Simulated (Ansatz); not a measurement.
# SiCl2 (SMILES Cl[Si]Cl) at CCSD/STO-3G

What is the vertical singlet–triplet gap of SiCl2 at CCSD/STO-3G? 

The results are computed with Ansatz 0.2.0.

39 further runs of the same task are left out: 5 that didn't finish, 34 set aside as unsound or not needed.

## (1) The structure to begin with

The species is SiCl2 (3 atoms), meant as a singlet with charge 0. As SMILES, `Cl[Si]Cl`. The coordinates come from a PBE0-D4/def2-TZVP relaxation.

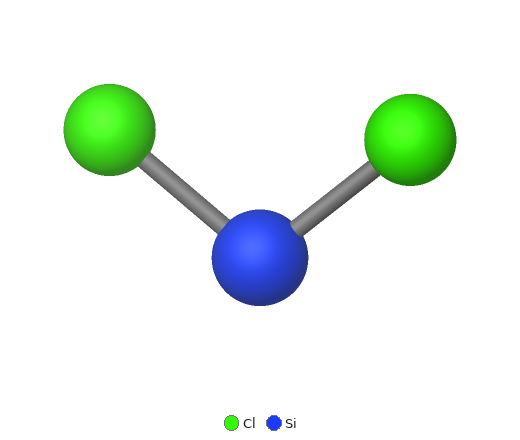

Viewed from a chosen angle; chlorine green, silicon blue.

## (2) The energy at CCSD/STO-3G

job.yaml reads:

```yaml
basis:
  gaussian:
    orbitals: STO-3G
crystal:
  periodic: [false, false, false]
  atoms:
    - {symbol: Cl, position_ang: [0.293800, 1.603800, 0.338000]}
    - {symbol: Si, position_ang: [-0.770100, -0.010400, -0.422000]}
    - {symbol: Cl, position_ang: [0.476300, -1.593400, 0.084000]}
scf:
  omitted_lower_state_checks: [cluster_reference, increment]
correlation:
  method: ccsd
  frozen_orbitals: {Cl: 5, Si: 5}
accuracy: high
```

Run with:

```
ansatz run job.yaml --threads 1 --pin off --max-ram 2610MiB --events-out events.jsonl --progress --plain --runs-dir runs
```

The program printed:

```text
Warning: RAYON_NUM_THREADS=1 ignored (pool sized by the plan → 1); use --threads N
Functional definition: HF
  name "HF"
  exchange = exact_x
  correlation = 0
these checks for a lower state are left out or cut short: cluster_reference, increment
481 factors; integrals over basis functions are off by at most 1.5e-8 eV
mean field evaluation 1: about -32511.4528 eV, gradient 1.7e1 eV
mean field evaluation 2: about -32511.5029 eV, gradient 1.7e1 eV
mean field evaluation 4: about -32513.3646 eV, gradient 6.2e-1 eV
mean field evaluation 8: about -32513.3672 eV, gradient 7.9e-6 eV
mean field -32513.36720164 eV, -1194.8442063083 hartree, gradient 6.7e-9 eV, S^2 0.000000; 0 other end points of the search recorded, 0 dependent functions left out
15 core orbitals not correlated: weight in the atoms' cores, before any rotation towards them, 1.000 or more for the frozen orbitals, at most 0.000 for the correlated occupied ones
reference -32513.36720164 eV, -1194.8442063083 hartree; 9, 9 occupied and 3, 3 virtual orbitals, 481 factors
second order -1.04010991 eV of doubles, -0.00000000 eV of singles
cycle   1  -1.22154594 eV  change   -1.8e-1 eV  update   6.6e-2
cycle   2  -1.34900601 eV  change   -1.3e-1 eV  update   2.4e-2
cycle   3  -1.37802993 eV  change   -2.9e-2 eV  update   9.7e-3
cycle   4  -1.37778378 eV  change    2.5e-4 eV  update   2.4e-3
cycle   5  -1.37807319 eV  change   -2.9e-4 eV  update   5.1e-4
cycle   6  -1.37808664 eV  change   -1.3e-5 eV  update   1.4e-4
cycle   7  -1.37801794 eV  change    6.9e-5 eV  update   3.6e-5
cycle   8  -1.37803430 eV  change   -1.6e-5 eV  update   8.8e-6
cycle   9  -1.37803218 eV  change    2.1e-6 eV  update   1.7e-6
cycle  10  -1.37803122 eV  change    9.6e-7 eV  update   4.1e-7
cycle  11  -1.37803110 eV  change    1.2e-7 eV  update   1.1e-7
cycle  12  -1.37803109 eV  change    6.8e-9 eV  update   2.2e-8
cycle  13  -1.37803079 eV  change    3.0e-7 eV  update   1.1e-7
cycle  14  -1.37803079 eV  change    5.6e-9 eV  update   4.5e-8
cycle  15  -1.37803079 eV  change   -8.7e-9 eV  update   1.5e-8
cycle  16  -1.37803080 eV  change   -6.4e-9 eV  update   4.1e-9
cycle  17  -1.37803080 eV  change   -1.3e-9 eV  update   1.5e-9
Total energy: -32514.74523244 eV, -1194.8948480062 hartree
Checks for a lower state left out: cluster_reference, increment
```

Wall time 0.3 s (1 thread of Arm Neoverse V1, shared host).

## (3) The triplet, same level

molecule.yaml reads:

```yaml
crystal:
  periodic: [false, false, false]
  atoms:
    - {symbol: Cl, position_ang: [0.293800, 1.603800, 0.338000]}
    - {symbol: Si, position_ang: [-0.770100, -0.010400, -0.422000]}
    - {symbol: Cl, position_ang: [0.476300, -1.593400, 0.084000]}
basis:
  gaussian:
    orbitals: STO-3G
magnetization:
  spin_polarized: true
  initial_magnetization: 2
correlation:
  method: ccsd
  frozen_orbitals: {Cl: 5, Si: 5}
accuracy: high
scf:
  omitted_lower_state_checks: [cluster_reference, increment]
```

Run with:

```
ansatz run molecule.yaml --threads 1 --pin off --max-ram 2610MiB --events-out events.jsonl --progress --plain --runs-dir runs
```

The program printed:

```text
Warning: RAYON_NUM_THREADS=1 ignored (pool sized by the plan → 1); use --threads N
[... 4 set-up lines as earlier in the session ...]
these checks for a lower state are left out or cut short: cluster_reference, increment
481 factors; integrals over basis functions are off by at most 1.5e-8 eV
mean field evaluation 1: about -32509.9030 eV, gradient 1.0e1 eV
mean field evaluation 2: about -32509.9597 eV, gradient 9.9e0 eV
mean field evaluation 4: about -32511.2209 eV, gradient 9.8e-1 eV
mean field evaluation 8: about -32511.2527 eV, gradient 1.6e-2 eV
mean field -32511.25274773 eV, -1194.7665015606 hartree, gradient 6.6e-8 eV, S^2 2.002058; 0 other end points of the search recorded, 0 dependent functions left out
15 core orbitals not correlated: weight in the atoms' cores, before any rotation towards them, 1.000 or more for the frozen orbitals, at most 0.000 for the correlated occupied ones
reference -32511.25274773 eV, -1194.7665015606 hartree; 10, 8 occupied and 2, 4 virtual orbitals, 481 factors
second order -0.65226405 eV of doubles, -0.00000000 eV of singles
cycle   1  -0.78973475 eV  change   -1.4e-1 eV  update   4.9e-2
cycle   2  -0.88834111 eV  change   -9.9e-2 eV  update   2.1e-2
cycle   3  -0.90097062 eV  change   -1.3e-2 eV  update   7.1e-3
cycle   4  -0.90222561 eV  change   -1.3e-3 eV  update   3.5e-3
cycle   5  -0.90293687 eV  change   -7.1e-4 eV  update   1.2e-3
cycle   6  -0.90284300 eV  change    9.4e-5 eV  update   4.1e-4
cycle   7  -0.90268808 eV  change    1.5e-4 eV  update   1.5e-4
cycle   8  -0.90271671 eV  change   -2.9e-5 eV  update   4.6e-5
cycle   9  -0.90271729 eV  change   -5.8e-7 eV  update   1.4e-5
cycle  10  -0.90271203 eV  change    5.3e-6 eV  update   4.9e-6
cycle  11  -0.90271119 eV  change    8.4e-7 eV  update   1.9e-6
cycle  12  -0.90271170 eV  change   -5.1e-7 eV  update   7.8e-7
cycle  13  -0.90271157 eV  change    1.2e-7 eV  update   2.4e-7
cycle  14  -0.90271147 eV  change    1.1e-7 eV  update   7.2e-8
cycle  15  -0.90271147 eV  change  -6.4e-11 eV  update   2.7e-8
cycle  16  -0.90271146 eV  change    7.2e-9 eV  update   1.2e-8
cycle  17  -0.90271117 eV  change    2.9e-7 eV  update   7.9e-8
cycle  18  -0.90271109 eV  change    8.5e-8 eV  update   3.1e-8
cycle  19  -0.90271106 eV  change    2.2e-8 eV  update   9.4e-9
cycle  20  -0.90271106 eV  change    2.5e-9 eV  update   2.7e-9
cycle  21  -0.90271106 eV  change  -4.0e-10 eV  update  8.2e-10
Total energy: -32512.15545880 eV, -1194.7996755802 hartree
Checks for a lower state left out: cluster_reference, increment
```

Run time: 0.34 s. Hardware: 1 thread of Arm Neoverse V1, shared host.

## (4) Summary of results

At CCSD/STO-3G, 15 core orbitals frozen:

| quantity | value |
| --- | --- |
| singlet: total energy | -1194.89485 Eh |
| singlet: correlation energy (15 core orbitals frozen) | -50.6 mEh |
| singlet: T1 diagnostic | 0.012 |
| triplet: total energy | -1194.79968 Eh |
| triplet: correlation energy (15 core orbitals frozen) | -33.2 mEh |
| triplet: ⟨S²⟩ of the reference determinant | 2.002 |
| triplet: T1 diagnostic | 0.011 |
| vertical energy of the triplet above the singlet | 2.590 eV |

**Reading.** At this shape the triplet lies 2.59 eV (250 kJ/mol) above the singlet. In a minimal basis such a difference can be off by several eV, whatever the method.
